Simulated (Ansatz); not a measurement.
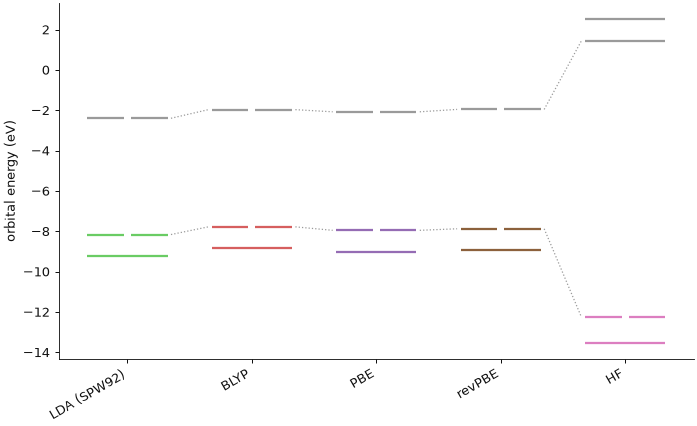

Frontier orbital energies of HfBrF₃, SMILES [F][Hf]([F])([F])[Br], singlet at one geometry, def2-TZVPP, the Ansatz code, at a PBE0-D4/def2-TZVP geometry (a minimum by its frequencies). Empty levels are grey, levels within 0.1 eV stand side by side; all columns show the same few orbitals around the gap. Dotted lines join the HOMOs and the LUMOs.

Question: Compare the HOMO-LUMO separations.

Answer: The separation grows from 5.76 eV (LDA (SPW92)) to 13.71 eV (HF).

| level | HOMO (eV) | LUMO (eV) | separation (eV) |
| --- | --- | --- | --- |
| LDA (SPW92) | −8.16 | −2.40 | 5.76 |
| BLYP | −7.78 | −1.97 | 5.81 |
| PBE | −7.95 | −2.08 | 5.88 |
| revPBE | −7.88 | −1.96 | 5.92 |
| HF | −12.27 | 1.45 | 13.71 |

Caveats, for all or some of the runs: core potentials past krypton; empty levels above zero depend strongly on the basis; no scalar relativity up to krypton; spin-orbit coupling is left out, and with Br and Hf it can shift these levels and split any degenerate set.
